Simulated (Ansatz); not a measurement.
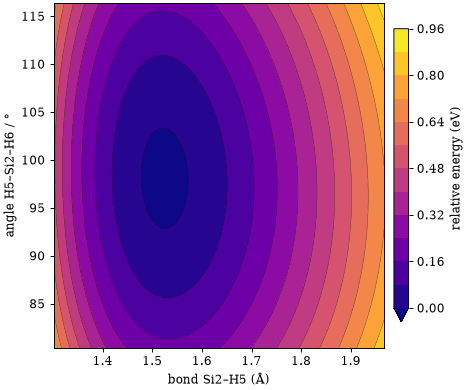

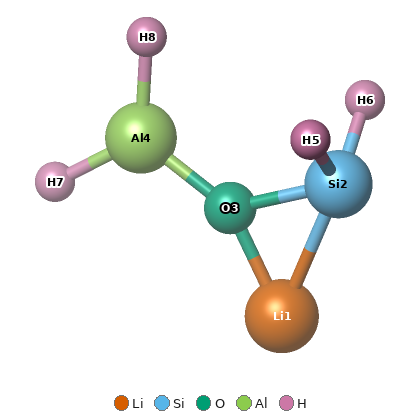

Energy landscape of AlH4LiOSi. Two internal coordinates are moved rigidly from the geometry relaxed at PBE0-D4/def2-TZVP, all others fixed. First axis: bond Si2–H5. Second axis: angle H5–Si2–H6. The scan uses a 7 × 7 grid. Points are written as (first, second). All energies are given in eV relative to the lowest grid point. These are results of Ansatz 0.2.0, RKS PBE-D4/def2-TZVPP, not measurements.

In the figure: filled contours. Between grid points the surface is interpolated. The second picture is the structure at the lowest point.

Q: Summarise what can be read from the map.

A: The lowest grid point is at (1.572 Å, 98.4°). The bottom of the well lies between grid points, at about (1.524 Å, 98°), about 0.017 eV lower on the interpolated surface. It is the only kind of minimum in the scanned range. The highest grid point, (1.967 Å, 116.4°), lies 0.91 eV above the lowest. Round the minimum the two coordinates are nearly uncoupled.

Grid values (eV):

```tsv
angle H5–Si2–H6 ↓, bond Si2–H5 →	1.301	1.366	1.461	1.572	1.694	1.827	1.967
116.4	0.67	0.39	0.20	0.20	0.34	0.59	0.91
110.4	0.57	0.29	0.10	0.09	0.24	0.49	0.81
104.4	0.51	0.23	0.04	0.03	0.17	0.42	0.75
98.4	0.49	0.21	0.02	0.00	0.14	0.39	0.72
92.4	0.52	0.24	0.04	0.02	0.16	0.40	0.72
86.4	0.60	0.31	0.11	0.08	0.21	0.45	0.76
80.4	0.73	0.44	0.22	0.19	0.31	0.54	0.84
```
